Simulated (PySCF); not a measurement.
A series of small molecules: dimethyls MMe2 of group 16.

Gas-phase molecules at GFN2-xTB geometries (not checked as minima at the level of the calculation), B3LYP/def2-SVPD with PySCF. The ionisation energy is E(cation) − E(neutral) at fixed geometry, without spin-orbit coupling. LUMO energies depend on the basis. GFN2-xTB bonds to atoms past the second row can be off by 0.02 to 0.07 Å and angles by up to several degrees, which can move orbital and ionisation energies by up to 0.5 eV and charges by 0.01 to 0.02 e, so small steps and misses may come from the geometries. Volumes are summed on a coarse grid and good to about 2 %. Core potentials replace the inner electrons of Te. Electronegativities are Pauling's, radii Cordero's.

```json
{"molecule": "OMe2", "electronegativity of M": "3.44", "covalent radius of M (Å)": "0.66", "Hirshfeld charge of the central atom (e)": "−0.167", "HOMO energy (eV)": "−7.24", "vertical ionisation energy (eV)": "10.01", "HOMO–LUMO gap (eV)": "7.73", "volume inside the 0.001 a.u. surface (Å³)": "76", "SMILES": "COC"}
{"molecule": "SMe2", "electronegativity of M": "2.58", "covalent radius of M (Å)": "1.05", "Hirshfeld charge of the central atom (e)": "−0.040", "HOMO energy (eV)": "−6.07", "vertical ionisation energy (eV)": "8.67", "HOMO–LUMO gap (eV)": "6.43", "volume inside the 0.001 a.u. surface (Å³)": "94", "SMILES": "CSC"}
{"molecule": "SeMe2", "electronegativity of M": "2.55", "covalent radius of M (Å)": "1.20", "Hirshfeld charge of the central atom (e)": "?", "HOMO energy (eV)": "?", "vertical ionisation energy (eV)": "?", "HOMO–LUMO gap (eV)": "?", "volume inside the 0.001 a.u. surface (Å³)": "?", "SMILES": "C[Se]C"}
{"molecule": "TeMe2", "electronegativity of M": "2.10", "covalent radius of M (Å)": "1.38", "Hirshfeld charge of the central atom (e)": "0.072", "HOMO energy (eV)": "−5.47", "vertical ionisation energy (eV)": "7.87", "HOMO–LUMO gap (eV)": "4.61", "volume inside the 0.001 a.u. surface (Å³)": "113", "SMILES": "C[Te]C"}
```

The results for SeMe2 are withheld.

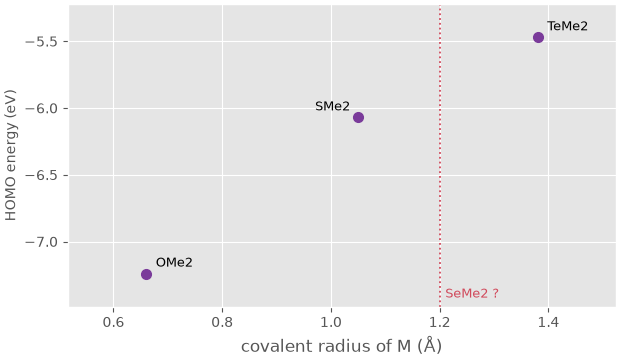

### Estimate the HOMO energy for SeMe2 from its trend with the covalent radius of M.

A least-squares line through the three given members is y = −8.809 + 2.475 x, with R² = 0.98 and a scatter of 0.17 eV; SMe2 lies farthest from it (+0.14 eV). At x = 1.20 it gives −5.84 eV. For a new member the 90 % prediction interval is ±1.31 eV, wide since three points leave one degree of freedom.

### How does the computed value compare?

The calculation gives −5.79 eV, 0.05 eV above the estimate (0.3 times the scatter, 3 % of the range of the series): inside the prediction interval, which is so wide that this tests little. Its other results: Hirshfeld charge of the central atom 0.000 e, vertical ionisation energy 8.34 eV, HOMO–LUMO gap 5.69 eV and volume inside the 0.001 a.u. surface 103 Å³.

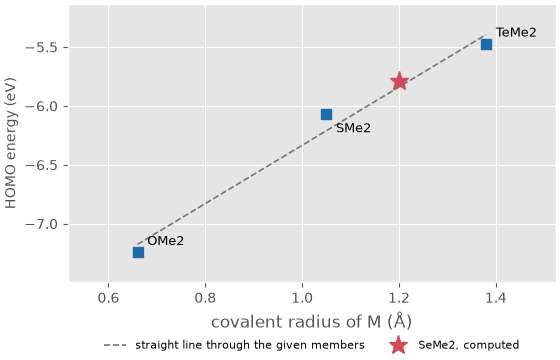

Over the series −ε(HOMO) lies 2.40 to 2.77 eV below the ionisation energy from total-energy differences, since this functional puts filled levels too high (delocalisation error). The pairing was chosen among those with R² above 0.96; series and pairings with weaker trends are left out of this set.

The single runs took from 5 s to 2.4 min, on 1 thread of shared hosts (Intel(R) Xeon(R) 6975P-C (Granite Rapids), Intel(R) Xeon(R) Platinum 8259CL CPU @ 2.50GHz (Skylake/Cascade Lake) and Intel(R) Xeon(R) Platinum 8488C (Sapphire Rapids)).
